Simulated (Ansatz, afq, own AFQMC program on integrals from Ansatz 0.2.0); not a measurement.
**H2BrO (doublet): AFQMC on the coupled-cluster ladder at distance O1–H3 along a hydrogen transfer = 1.435 Å, cc-pVTZ**

How near does AFQMC come to the top of the ladder for H2BrO (doublet)?

Method: cc-pVTZ, frozen cores; program: Ansatz 0.2.0, Gaussian basis, and an in-house AFQMC program (afq) on its integrals; all values are calculated.

To be run: PBE (unrestricted); CCSD(T) on UHF; r2SCAN (unrestricted); CCSD(T) on UHF; PBE0 (unrestricted); CCSD(T) on UHF; B3LYP (unrestricted); wB97M-V (unrestricted); B2PLYP (unrestricted); Phaseless AFQMC, CISD trial on UHF.

## 1. What is computed

The geometry derives from fragments relaxed apart (PBE0/def2-TZVP) and kept rigid, so it is no stationary point. A hydrogen atom is moved between rigid fragments. No spin-orbit coupling is included. The filled d shell of Br may be among the frozen orbitals whatever the setting's name suggests; the logs give the count.

4 atoms, charge 0, spin multiplicity 2.

Atoms are counted from 1 here; the program's logs count them from 0.

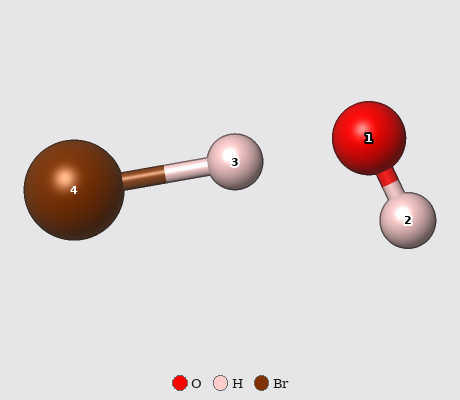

The structure; oxygen red, hydrogen pink, bromine brown; atoms are numbered from 1 in the order of the file.

## 2. PBE (unrestricted)

in.yaml reads:

```yaml
crystal:
  periodic: [false, false, false]
  atoms:
    - {symbol: O, position_ang: [-1.085173, -0.231644, 0.000000]}
    - {symbol: H, position_ang: [-1.334482, 0.694932, 0.000000]}
    - {symbol: H, position_ang: [0.349827, -0.231644, 0.000000]}
    - {symbol: Br, position_ang: [2.069827, -0.231644, 0.000000]}
basis:
  gaussian: {orbitals: cc-pVTZ}
magnetization: {spin_polarized: true, initial_magnetization: 1}
hamiltonian: {xc: {name: PBE}}
output: {orbitals: {seedname: orbitals}}
```

Launch:

```console
$ ansatz run in.yaml --threads 1 --pin off --events-out ev --progress --plain --max-ram 8192MiB --backend cpu
```

Log:

```text
Functional definition: PBE
  name "PBE"
  cite "Perdew, Burke & Ernzerhof, Phys. Rev. Lett. 77, 3865 (1996) doi:10.1103/PhysRevLett.77.3865"
  parent pbe
  parameter kappa = 0.804
  parameter beta = 0.06672455060314922
  exchange = pbe_x(kappa = kappa, mu = beta*pi^2/3)
  correlation = pbe_c(beta = beta)
661 factors; their error is unknown
mean field evaluation 1: about -72102.6094 eV, gradient 5.0e1 eV
mean field evaluation 2: about -71967.9657 eV, gradient 1.3e2 eV
mean field evaluation 4: about -72104.6532 eV, gradient 3.7e1 eV
mean field evaluation 8: about -72113.0468 eV, gradient 3.7e0 eV
mean field evaluation 16: about -72113.1366 eV, gradient 1.4e-1 eV
mean field evaluation 32: about -72113.1264 eV, gradient 7.4e-5 eV
mean field evaluation 64: about -72112.9172 eV, gradient 8.5e-3 eV
mean field evaluation 96: about -72113.1040 eV, gradient 1.8e-1 eV
mean field -72113.12636471 eV, -2650.1085138704 hartree, gradient 6.9e-6 eV, S^2 0.752037; 10 other end points of the search recorded, 0 dependent functions left out
reference -72113.12639234 eV, -2650.1085148858 hartree; 23, 22 occupied and 78, 79 virtual orbitals, 661 factors
Total energy: -72113.12639234 eV, -2650.1085148858 hartree
```

It took 15 s on 1 thread of AMD EPYC 7R13 (Zen 3), shared host; peak memory 1.8 GiB.

From the report: ⟨S²⟩ of the determinant 0.752 (pure doublet: 0.75).

## 3. CCSD(T) on UHF

Edit in.yaml of step 2 so:

```diff
@@ -10,3 +10,2 @@
 magnetization: {spin_polarized: true, initial_magnetization: 1}
-hamiltonian: {xc: {name: PBE}}
-output: {orbitals: {seedname: orbitals}}
+correlation: {method: ccsd_t, electrons: outside_noble_gas, hamiltonian_folder: ham}
```

Launch:

```console
$ ansatz run in.yaml --threads 1 --pin off --events-out ev --progress --plain --max-ram 24576MiB --backend cuda --devices 0, --max-vram 18GiB
```

Log (excerpt; [...] marks lines left out):

```text
Functional definition: HF
  name "HF"
  cite "Fock, Z. Phys. 61, 126 (1930) doi:10.1007/BF01340294"
  parent pbe
[...]
621 factors; integrals over basis functions are off by at most 1.5e-3 eV
[...]
mean field -72067.69191564 eV, -2648.4388286635 hartree, gradient 2.9e-6 eV, S^2 0.758441; 13 other end points of the search recorded, 0 dependent functions left out
determinant -72067.69191564 eV, -2648.4388286635 hartree, with singles and doubles -72078.96879130 eV, -2648.8532462004 hartree
determinant -72067.53992439 eV, -2648.4332430881 hartree, with singles and doubles -72079.07767592 eV, -2648.8572476365 hartree
determinant -72066.14624809 eV, -2648.3820264291 hartree, with singles and doubles -72078.21293364 eV, -2648.8254689437 hartree
determinant -72066.12812396 eV, -2648.3813603794 hartree, with singles and doubles -72078.18472464 eV, -2648.8244322821 hartree
determinant -72065.67107771 eV, -2648.3645642395 hartree, with singles and doubles -72078.39244304 eV, -2648.8320657926 hartree
determinant -72067.69191564 eV, -2648.4388286635 hartree, with singles and doubles -72078.93274331 eV, -2648.8519214613 hartree
determinant -72067.53992439 eV, -2648.4332430881 hartree, with singles and doubles -72079.05751277 eV, -2648.8565066543 hartree
15 core orbitals not correlated: weight in the atoms' cores, before any rotation towards them, 1.000 or more for the frozen orbitals, at most 0.000 for the correlated occupied ones
reference -72067.53992439 eV, -2648.4332430881 hartree; 8, 7 occupied and 78, 79 virtual orbitals, 621 factors
second order -10.53913093 eV of doubles, -0.00000000 eV of singles
cycle   1  -11.51759060 eV  change   -2.2e-6 eV  update   2.3e-6
perturbative correction -0.40689781 eV, -0.0149532187 hartree
Total energy: -72079.46441280 eV, -2648.8714599545 hartree
```

Wall time 26 s (1 × NVIDIA H100 80GB HBM3 with 1 thread of AMD EPYC 7R13 (Zen 3), shared host); peak host memory 1.8 GiB.

From the report: ⟨S²⟩ of the determinant 0.840 (pure doublet: 0.75); correlation -11.9245 eV; T1 0.028; largest double amplitude 0.07.

This run also writes the integrals to the folder ham.

## 4. r2SCAN (unrestricted)

Edit in.yaml of step 3 so:

```diff
@@ -10,2 +10,2 @@
 magnetization: {spin_polarized: true, initial_magnetization: 1}
-correlation: {method: ccsd_t, electrons: outside_noble_gas, hamiltonian_folder: ham}
+hamiltonian: {xc: {name: r2SCAN}}
```

Launch:

```console
$ ansatz run in.yaml --threads 1 --pin off --events-out ev --progress --plain --max-ram 8192MiB --backend cpu
```

Log (excerpt; [...] marks lines left out):

```text
Functional definition: r2SCAN
  name "r2SCAN"
  cite "Furness, Kaplan, Ning, Perdew & Sun, J. Phys. Chem. Lett. 11, 8208 (2020) doi:10.1021/acs.jpclett.0c02405"
  cite "Furness, Kaplan, Ning, Perdew & Sun, J. Phys. Chem. Lett. 11, 9248 (2020) doi:10.1021/acs.jpclett.0c03077"
  parent r2scan
[...]
661 factors; their error is unknown
[...]
mean field -72124.18605623 eV, -2650.5149500372 hartree, gradient 2.3e-6 eV, S^2 0.753880; 10 other end points of the search recorded, 0 dependent functions left out
reference -72124.18606445 eV, -2650.5149503393 hartree; 23, 22 occupied and 78, 79 virtual orbitals, 661 factors
Total energy: -72124.18606445 eV, -2650.5149503393 hartree
```

It took 30 s on 1 thread of AMD EPYC 7R13 (Zen 3), shared host; peak memory 1.8 GiB.

From the report: ⟨S²⟩ of the determinant 0.754 (pure doublet: 0.75).

## 5. CCSD(T) on UHF

Edit in.yaml of step 4 so:

```diff
@@ -8,4 +8,4 @@
 basis:
-  gaussian: {orbitals: cc-pVTZ}
+  gaussian: {orbitals: def2-TZVPP}
 magnetization: {spin_polarized: true, initial_magnetization: 1}
-hamiltonian: {xc: {name: r2SCAN}}
+correlation: {method: ccsd_t, electrons: outside_noble_gas}
```

Launch:

```console
$ ansatz run in.yaml --threads 1 --pin off --events-out ev --progress --plain --max-ram 24576MiB --backend cuda --devices 0, --max-vram 18GiB
```

Log (excerpt; [...] marks lines left out):

```text
Functional definition: HF
  name "HF"
  cite "Fock, Z. Phys. 61, 126 (1930) doi:10.1007/BF01340294"
  parent pbe
[...]
689 factors; integrals over basis functions are off by at most 1.3e-3 eV
[...]
mean field -72066.52262914 eV, -2648.3958581773 hartree, gradient 4.6e-6 eV, S^2 0.758548; 12 other end points of the search recorded, 0 dependent functions left out
determinant -72066.52262914 eV, -2648.3958581773 hartree, with singles and doubles -72077.80311605 eV, -2648.8104084253 hartree
determinant -72066.38019129 eV, -2648.3906236828 hartree, with singles and doubles -72077.93454355 eV, -2648.8152382966 hartree
determinant -72065.04301493 eV, -2648.3414833583 hartree, with singles and doubles -72077.13255848 eV, -2648.7857658891 hartree
determinant -72065.02420210 eV, -2648.3407919994 hartree, with singles and doubles -72077.10326756 eV, -2648.7846894677 hartree
determinant -72064.56990323 eV, -2648.3240968239 hartree, with singles and doubles -72077.28225732 eV, -2648.7912672199 hartree
determinant -72066.52262914 eV, -2648.3958581773 hartree, with singles and doubles -72077.76433719 eV, -2648.8089833284 hartree
determinant -72066.38019129 eV, -2648.3906236828 hartree, with singles and doubles -72077.91151035 eV, -2648.8143918422 hartree
15 core orbitals not correlated: weight in the atoms' cores, before any rotation towards them, 1.000 or more for the frozen orbitals, at most 0.000 for the correlated occupied ones
reference -72066.38019129 eV, -2648.3906236828 hartree; 8, 7 occupied and 84, 85 virtual orbitals, 689 factors
second order -10.54191498 eV of doubles, -0.00000000 eV of singles
cycle   1  -11.53132142 eV  change   -2.4e-6 eV  update   2.4e-6
perturbative correction -0.41151852 eV, -0.0151230267 hartree
Total energy: -72078.32303123 eV, -2648.8295149555 hartree
```

Wall time 26 s (1 × NVIDIA H100 80GB HBM3 with 1 thread of AMD EPYC 7R13 (Zen 3), shared host); peak host memory 1.8 GiB.

From the report: ⟨S²⟩ of the determinant 0.841 (pure doublet: 0.75); correlation -11.9428 eV; T1 0.028; largest double amplitude 0.07.

## 6. PBE0 (unrestricted)

Edit in.yaml of step 5 so:

```diff
@@ -8,4 +8,5 @@
 basis:
-  gaussian: {orbitals: def2-TZVPP}
+  gaussian: {orbitals: cc-pVTZ}
 magnetization: {spin_polarized: true, initial_magnetization: 1}
-correlation: {method: ccsd_t, electrons: outside_noble_gas}
+hamiltonian: {xc: {name: PBE0}}
+output: {orbitals: {seedname: orbitals}}
```

Launch:

```console
$ ansatz run in.yaml --threads 1 --pin off --events-out ev --progress --plain --max-ram 8192MiB --backend cpu
```

Log (excerpt; [...] marks lines left out):

```text
Functional definition: PBE0
  name "PBE0"
  cite "Adamo & Barone, J. Chem. Phys. 110, 6158 (1999) doi:10.1063/1.478522"
  cite "Perdew, Burke & Ernzerhof, Phys. Rev. Lett. 77, 3865 (1996) doi:10.1103/PhysRevLett.77.3865"
  parent pbe
[...]
700 factors; their error is unknown
[...]
mean field -72115.12568390 eV, -2650.1819874955 hartree, gradient 9.8e-6 eV, S^2 0.768583; 10 other end points of the search recorded, 0 dependent functions left out
reference -72115.12570385 eV, -2650.1819882288 hartree; 23, 22 occupied and 78, 79 virtual orbitals, 700 factors
Total energy: -72115.12570385 eV, -2650.1819882288 hartree
```

Wall time 22 s (1 thread of AMD EPYC 7R13 (Zen 3), shared host); peak memory 1.8 GiB.

From the report: ⟨S²⟩ of the determinant 0.769 (pure doublet: 0.75).

## 7. CCSD(T) on UHF

Edit in.yaml of step 6 so:

```diff
@@ -8,5 +8,4 @@
 basis:
-  gaussian: {orbitals: cc-pVTZ}
+  gaussian: {orbitals: "def2-QZVPP.json"}
 magnetization: {spin_polarized: true, initial_magnetization: 1}
-hamiltonian: {xc: {name: PBE0}}
-output: {orbitals: {seedname: orbitals}}
+correlation: {method: ccsd_t, electrons: outside_noble_gas}
```

Launch:

```console
$ ansatz run in.yaml --threads 1 --pin off --events-out ev --progress --plain --max-ram 24576MiB --backend cuda --devices 0, --max-vram 18GiB
```

Log (excerpt; [...] marks lines left out):

```text
Functional definition: HF
  name "HF"
  cite "Fock, Z. Phys. 61, 126 (1930) doi:10.1007/BF01340294"
  parent pbe
[...]
1315 factors; integrals over basis functions are off by at most 1.7e-3 eV
[...]
mean field -72067.96339131 eV, -2648.4488052105 hartree, gradient 2.4e-6 eV, S^2 0.758794; 12 other end points of the search recorded, 0 dependent functions left out
determinant -72067.96339131 eV, -2648.4488052105 hartree, with singles and doubles -72080.27310171 eV, -2648.9011787239 hartree
determinant -72067.82553020 eV, -2648.4437389081 hartree, with singles and doubles -72080.40345777 eV, -2648.9059692207 hartree
determinant -72066.52549729 eV, -2648.3959635801 hartree, with singles and doubles -72079.65077000 eV, -2648.8783084554 hartree
determinant -72066.50673347 eV, -2648.3952740222 hartree, with singles and doubles -72079.62018346 eV, -2648.8771844209 hartree
determinant -72066.06105314 eV, -2648.3788955723 hartree, with singles and doubles -72079.76170339 eV, -2648.8823851824 hartree
determinant -72067.96339131 eV, -2648.4488052105 hartree, with singles and doubles -72080.12593241 eV, -2648.8957703519 hartree
determinant -72067.82553020 eV, -2648.4437389081 hartree, with singles and doubles -72080.27274129 eV, -2648.9011654786 hartree
15 core orbitals not correlated: weight in the atoms' cores, before any rotation towards them, 1.000 or more for the frozen orbitals, at most 0.000 for the correlated occupied ones
reference -72067.82553020 eV, -2648.4437389081 hartree; 8, 7 occupied and 183, 184 virtual orbitals, 1315 factors
second order -11.54874897 eV of doubles, -0.00000000 eV of singles
cycle   1  -12.44721486 eV  change   -3.8e-6 eV  update   3.5e-6
perturbative correction -0.48916837 eV, -0.0179766061 hartree
Total energy: -72080.76191343 eV, -2648.9191422232 hartree
```

Wall time 38 s (1 × NVIDIA H100 80GB HBM3 with 1 thread of AMD EPYC 7R13 (Zen 3), shared host); peak host memory 1.8 GiB.

From the report: ⟨S²⟩ of the determinant 0.843 (pure doublet: 0.75); correlation -12.9364 eV; T1 0.029; largest double amplitude 0.06.

## 8. B3LYP (unrestricted)

Edit in.yaml of step 7 so:

```diff
@@ -8,4 +8,4 @@
 basis:
-  gaussian: {orbitals: "def2-QZVPP.json"}
+  gaussian: {orbitals: cc-pVTZ}
 magnetization: {spin_polarized: true, initial_magnetization: 1}
-correlation: {method: ccsd_t, electrons: outside_noble_gas}
+hamiltonian: {xc: {name: B3LYP}}
```

Launch:

```console
$ ansatz run in.yaml --threads 1 --pin off --events-out ev --progress --plain --max-ram 8192MiB --backend cpu
```

Log (excerpt; [...] marks lines left out):

```text
Functional definition: B3LYP
  name "B3LYP"
  cite "Stephens, Devlin, Chabalowski & Frisch, J. Phys. Chem. 98, 11623 (1994) doi:10.1021/j100096a001"
  cite "Becke, Phys. Rev. A 38, 3098 (1988) doi:10.1103/PhysRevA.38.3098"
  cite "Lee, Yang & Parr, Phys. Rev. B 37, 785 (1988) doi:10.1103/PhysRevB.37.785"
  cite "Vosko, Wilk & Nusair, Can. J. Phys. 58, 1200 (1980) doi:10.1139/p80-159"
[...]
691 factors; their error is unknown
[...]
mean field -72126.44277192 eV, -2650.5978828092 hartree, gradient 7.5e-6 eV, S^2 0.764882; 12 other end points of the search recorded, 0 dependent functions left out
reference -72126.44296128 eV, -2650.5978897682 hartree; 23, 22 occupied and 78, 79 virtual orbitals, 691 factors
Total energy: -72126.44296128 eV, -2650.5978897682 hartree
```

It took 28 s on 1 thread of AMD EPYC 7R13 (Zen 3), shared host; peak memory 1.8 GiB.

From the report: ⟨S²⟩ of the determinant 0.765 (pure doublet: 0.75).

## 9. wB97M-V (unrestricted)

Edit in.yaml of step 8 so:

```diff
@@ -10,2 +10,3 @@
 magnetization: {spin_polarized: true, initial_magnetization: 1}
-hamiltonian: {xc: {name: B3LYP}}
+hamiltonian: {xc: {name: wB97M-V}}
+output: {orbitals: {seedname: orbitals}}
```

The command is unchanged.

Log (excerpt; [...] marks lines left out):

```text
Functional definition: wB97M-V
  name "wB97M-V"
  cite "Mardirossian & Head-Gordon, J. Chem. Phys. 144, 214110 (2016) doi:10.1063/1.4952647"
  cite "Becke, J. Chem. Phys. 107, 8554 (1997) doi:10.1063/1.475007"
  cite "Vydrov & Van Voorhis, J. Chem. Phys. 133, 244103 (2010) doi:10.1063/1.3521275"
  # Of w^i u^j: cxij and so on, Table III.
[...]
  gx(w, u) = 1 - cx + cx01*u + cx10*w
  gss(w, u) = css00 + css04*u^4 + css10*w + css20*w^2 + css43*w^4*u^3
  gos(w, u) = cos00 + cos10*w + (cos20 + cos21*u)*w^2 + (cos60 + cos61*u)*w^6
[...]
      + integral(e_c_pw_mod_opposite_spin*gos(b97_w_opposite, b97_u_opposite)) + vv10(b, c)
683 factors; their error is unknown
120 factors; integrals over basis functions are off by at most 4.3e-5 eV
[...]
mean field -72120.56048505 eV, -2650.3817127539 hartree, gradient 9.4e-6 eV, S^2 0.772809; 6 other end points of the search recorded, 0 dependent functions left out
reference -72120.56051515 eV, -2650.3817138601 hartree; 23, 22 occupied and 78, 79 virtual orbitals, 683 factors
Total energy: -72120.56051515 eV, -2650.3817138601 hartree
```

It took 39 s on 1 thread of AMD EPYC 7R13 (Zen 3), shared host; peak memory 1.8 GiB.

From the report: ⟨S²⟩ of the determinant 0.773 (pure doublet: 0.75).

## 10. B2PLYP (unrestricted)

Edit in.yaml of step 9 so:

```diff
@@ -10,3 +10,3 @@
 magnetization: {spin_polarized: true, initial_magnetization: 1}
-hamiltonian: {xc: {name: wB97M-V}}
-output: {orbitals: {seedname: orbitals}}
+hamiltonian: {xc: {name: B2PLYP}}
+correlation: {electrons: outside_noble_gas}
```

Launched as before.

Log (excerpt; [...] marks lines left out):

```text
Functional definition: B2PLYP
  name "B2PLYP"
  cite "Grimme, J. Chem. Phys. 124, 034108 (2006) doi:10.1063/1.2148954"
  cite "Becke, Phys. Rev. A 38, 3098 (1988) doi:10.1103/PhysRevA.38.3098"
  cite "Lee, Yang & Parr, Phys. Rev. B 37, 785 (1988) doi:10.1103/PhysRevB.37.785"
[...]
621 factors; integrals over basis functions are off by at most 1.5e-3 eV
[...]
mean field -72109.10495764 eV, -2649.9607298863 hartree, gradient 2.5e-6 eV, S^2 0.792723; 10 other end points of the search recorded, 0 dependent functions left out
15 core orbitals not correlated: weight in the atoms' cores, before any rotation towards them, 1.000 or more for the frozen orbitals, at most 0.000 for the correlated occupied ones
reference -72109.10507664 eV, -2649.9607342597 hartree; 8, 7 occupied and 78, 79 virtual orbitals, 621 factors
second order -13.01507236 eV of doubles, -0.00000000 eV of singles
Total energy: -72112.61914618 eV, -2650.0898739333 hartree
```

Run time: 25 s. Hardware: 1 thread of AMD EPYC 7R13 (Zen 3), shared host; peak memory 1.8 GiB.

From the report: ⟨S²⟩ of the determinant 0.793 (pure doublet: 0.75).

## 11. Phaseless AFQMC, CISD trial on UHF

It reads the integrals that the CCSD(T) run on this determinant wrote.

Launch:

```console
$ afq ham --method phaseless --trial cisd --walkers 1400 --populations 20 --least-time 60 --time-step 0.005 --steps-per-block 50 --equilibration-blocks 28 --max-blocks 4000 --target-error 0.00023 --factor-cut 1e-05 --start spin_pure --seed 1359 --release-times 0.24,0.51,0.99,1.5 --release-step 0.03 --release-every 4 --taylor-order 6
```

Log:

```text
orbitals 86  electrons 8 7  factors 559 of 621
reference energy -2648.43324309 Eh
CCSD correlation -0.42326379 Eh in 19 cycles, weight of the determinant in the CISD state 0.8461
energy of the start -2648.849844 Eh
 block  time / (1/Eh)  mean weight  energy / Eh
     1     0.250  0.9999  -2648.848922
     2     0.500  1.0003  -2648.856904
     3     0.750  0.9996  -2648.861530
     4     1.000  0.9999  -2648.865950
     5     1.250  1.0007  -2648.866105
     6     1.500  1.0006  -2648.867348
     7     1.750  1.0002  -2648.869062
     8     2.000  0.9991  -2648.870479
     9     2.250  1.0000  -2648.870863
    10     2.500  0.9991  -2648.871990
    13     3.250  1.0005  -2648.873094
    17     4.250  1.0004  -2648.871665
    21     5.250  0.9998  -2648.871926
    25     6.250  0.9998  -2648.873744
    29     7.250  1.0005  -2648.872682
    33     8.250  0.9998  -2648.871500
    37     9.250  0.9991  -2648.873313
    41    10.250  1.0006  -2648.870204
    45    11.250  0.9989  -2648.873611
    49    12.250  0.9984  -2648.873441
    53    13.250  1.0003  -2648.873599
    57    14.250  1.0001  -2648.872306
    61    15.250  0.9992  -2648.874453
    65    16.250  1.0003  -2648.874889
    69    17.250  0.9989  -2648.874393
    73    18.250  1.0000  -2648.872140
    77    19.250  0.9999  -2648.874197
    81    20.250  1.0011  -2648.871706
    85    21.250  0.9998  -2648.871192
    89    22.250  1.0007  -2648.869710
    93    23.250  0.9994  -2648.872111
    97    24.250  0.9999  -2648.869748
   101    25.250  1.0011  -2648.870563
   105    26.250  1.0005  -2648.875181
   109    27.250  1.0002  -2648.873182
   113    28.250  0.9998  -2648.874712
   117    29.250  0.9998  -2648.871342
   121    30.250  1.0000  -2648.871672
   125    31.250  1.0012  -2648.870327
   129    32.250  0.9994  -2648.871982
   133    33.250  0.9999  -2648.872452
   137    34.250  1.0000  -2648.869332
   141    35.250  0.9999  -2648.871309
   145    36.250  0.9998  -2648.870258
   149    37.250  1.0000  -2648.873945
   153    38.250  0.9994  -2648.871023
   157    39.250  1.0001  -2648.871618
   161    40.250  1.0001  -2648.873936
   165    41.250  0.9995  -2648.872011
error from the spread of 20 populations
released: time / (1/Eh)  energy / Eh  error  mean overlap
  0.24  -2648.872866  0.000258  0.9941
  0.51  -2648.873270  0.000235  0.9905
  0.99  -2648.873658  0.000316  0.9806
  1.50  -2648.873239  0.000367  0.9857
energy -2648.872303 +/- 0.000187 Eh
```

Run time: 2.7 min. Hardware: 1 × NVIDIA H100 80GB HBM3 with 2 threads of AMD EPYC 7R13 (Zen 3), shared host; peak host memory 1.8 GiB.

Energy -72079.4874 ± 0.0051 eV. Caveats: constraint bias not in the error.

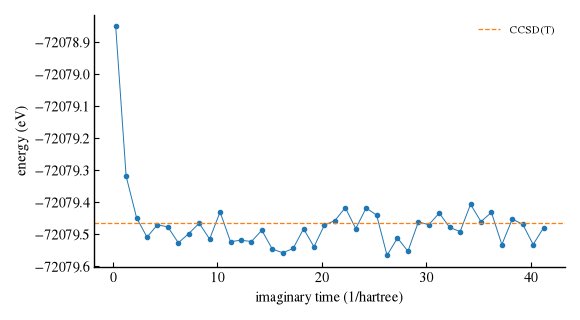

Block energies along the walk.

## 12. AFQMC on the ladder

On the UHF determinant, counted from CCSD(T) (a yardstick, not exact):

| level | energy (eV) | from CCSD(T) (kJ/mol) | statistical error (kJ/mol) | time |
| --- | --- | --- | --- | --- |
| HF | -72067.5399 | +1150.5 |  |  |
| MP2 | -72078.0791 | +133.7 |  |  |
| CCSD | -72079.0575 | +39.3 |  |  |
| CCSD(T) | -72079.4644 | 0.0 |  |  |
| Phaseless AFQMC, CISD trial, step 0.005, 1400 walkers | -72079.4874 | -2.2 | 0.5 | 2.7 min |

The functionals' totals stand on their own zeros and serve differences with other points: PBE -72113.126 eV; r2SCAN -72124.186 eV; PBE0 -72115.126 eV; B3LYP -72126.443 eV; wB97M-V -72120.561 eV; B2PLYP -72112.619 eV.

## 13. Results

| quantity | value |
| --- | --- |
| Phaseless AFQMC, CISD trial on UHF from CCSD(T) | -2.2 ± 0.5 kJ/mol |

What this shows: On UHF the phaseless walk with the CISD trial lies -2.2 kJ/mol from CCSD(T), 5 times its error bar. Error bars are statistical and leave out the constraint, the time step and what remains of the start.
